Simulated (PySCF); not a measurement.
Excited-state calculation of C₄H₁₁As

System: C₄H₁₁As.
Method: TDDFT CAM-B3LYP/def2-SVPD, vertical, gas phase, core orbitals frozen in the response (PySCF 2.14.0).

The geometry comes from this level: PBE0-D3(BJ)/def2-SVP. It belongs to a series of runs on one base structure; here: constitutional isomer.

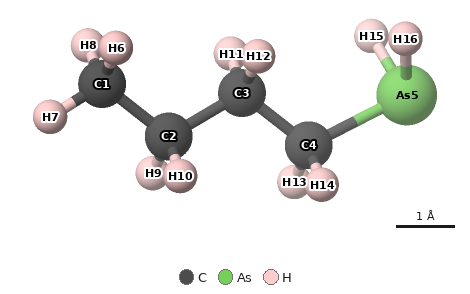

Fig. 1: The structure (ball-and-stick view, seen at a tilt; atoms are numbered from 1 in the order of the input). Bond lengths as drawn: As–C 1.98 Å, As–H 1.53 Å, C–C 1.52 Å and C–H 1.10 Å.

Summary

```json
{"quantity": "outcome", "value": "converged"}
{"quantity": "total energy", "value": "−2394.554048 hartree"}
{"quantity": "HOMO", "value": "−8.39 eV"}
{"quantity": "LUMO", "value": "1.07 eV"}
{"quantity": "dipole moment", "value": "1.11 D"}
{"quantity": "mean polarisability", "value": "83.69 a.u."}
{"quantity": "lowest excitation", "value": "6.29 eV"}
{"quantity": "hardware", "value": "1 CPU thread, shared host"}
{"quantity": "wall time", "value": "80 s"}
{"quantity": "peak memory", "value": "1.1 GiB"}
```

Notes

Spin–orbit coupling is left out, which matters for the heavy atoms.

Input file
```
{"job": {"kind": "uv", "xc": "CAM-B3LYP", "basis": "def2-SVPD", "dynamic": true, "nstates": 6, "ntriplets": 0}, "charge": 0, "multiplicity": 1}
C     -2.061579     0.869297     0.369549
C     -1.117378    -0.055856    -0.381586
C      0.322610     0.022492     0.114189
C      1.268762    -0.902882    -0.632725
As     3.163935    -0.881926    -0.072470
H     -2.079597     0.633594     1.445872
H     -3.093109     0.788868    -0.005504
H     -1.752655     1.922341     0.269754
H     -1.142080     0.182099    -1.459911
H     -1.472285    -1.098396    -0.297605
H      0.682588     1.063384     0.029121
H      0.351146    -0.214117     1.192829
H      1.270807    -0.673396    -1.711786
H      0.939350    -1.952259    -0.547618
H      3.283155     0.640947    -0.032947
H      2.871054    -0.947184     1.425788
```

The first line tells a small driver script what to run in PySCF; the rest is the geometry in Å.

Run as:
```bash
OMP_NUM_THREADS=1 python <driver script> task.json out
```

Output
```
coarse grid: 55248 points
cycle   1  E = -2394.5316864832  dE = -5.297e-01  |g| = 3.144e-01  |ddm| = 5.055e+00
cycle   2  E = -2394.5417238813  dE = -1.004e-02  |g| = 2.508e-01  |ddm| = 7.977e-01
cycle   3  E = -2394.5537358674  dE = -1.201e-02  |g| = 3.294e-02  |ddm| = 3.254e-01
cycle   4  E = -2394.5540142507  dE = -2.784e-04  |g| = 1.317e-02  |ddm| = 8.159e-02
cycle   5  E = -2394.5540649205  dE = -5.067e-05  |g| = 3.429e-03  |ddm| = 2.359e-02
cycle   6  E = -2394.5540680916  dE = -3.171e-06  |g| = 5.889e-04  |ddm| = 6.013e-03
final grid: 117000 points
cycle   7  E = -2394.5540474352  dE = -1.310e-07  |g| = 4.777e-04  |ddm| = 5.308e-03
cycle   8  E = -2394.5540474460  dE = -1.079e-08  |g| = 4.722e-04  |ddm| = 1.584e-03
cycle   9  E = -2394.5540475021  dE = -5.615e-08  |g| = 2.793e-05  |ddm| = 6.702e-04
cycle  10  E = -2394.5540475025  dE = -3.511e-10  |g| = 1.212e-05  |ddm| = 9.425e-05
```

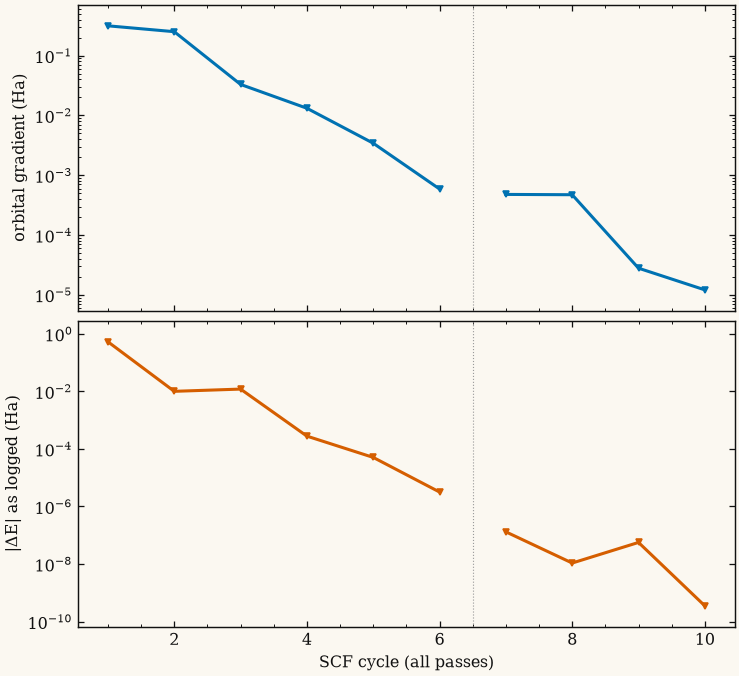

Fig. 2: Convergence of the self-consistent field: orbital gradient and size of the energy change against the SCF cycle. The dotted line marks the change from a coarse to the final integration grid. The first 6 cycles use a coarse grid, the final grid takes over at cycle 7, and the field converges after 10 cycles in all.

```
converged SCF energy = -2394.5540475025

Static polarisability (au): isotropic 83.685, principal 72.272 77.154 101.629

Singlet excitations
state   eV       nm        f      main configurations
  1   6.2903    197.1   0.05961   H->L 0.90
  2   6.8899    180.0   0.06591   H->L+3 0.94
  3   6.9466    178.5   0.18351   H->L+2 0.74, H->L+4 0.17
  4   7.8009    158.9   0.00589   H->L+1 0.47, H-1->L 0.14, H->L+4 0.14
  5   8.0660    153.7   0.00901   H->L+4 0.55, H->L+2 0.18, H->L+1 0.08
  6   8.1990    151.2   0.05318   H-1->L 0.69, H->L+1 0.17
```

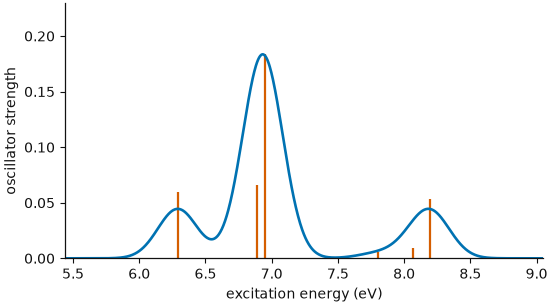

Fig. 3: Computed excitations as sticks (degenerate states added up, dark ones marked on the axis), with a Gaussian envelope of 0.35 eV full width at half maximum, scaled to the tallest. Of the 6 states the lowest lies at 6.29 eV (f = 0.060); the strongest line is at 6.95 eV, or 178 nm (f = 0.184).

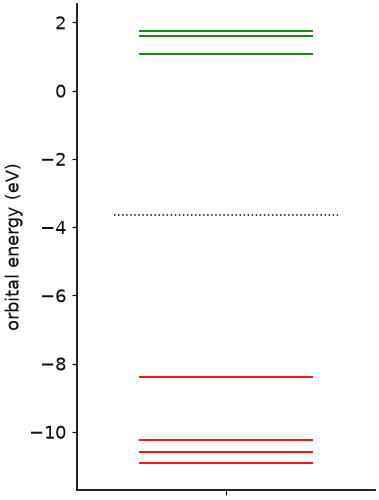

Fig. 4: Orbital energies near the frontier; the dotted line parts filled from empty levels, and levels within 0.02 eV of each other stand side by side. Highest filled −8.39 eV, lowest empty 1.07 eV, 9.46 eV apart.
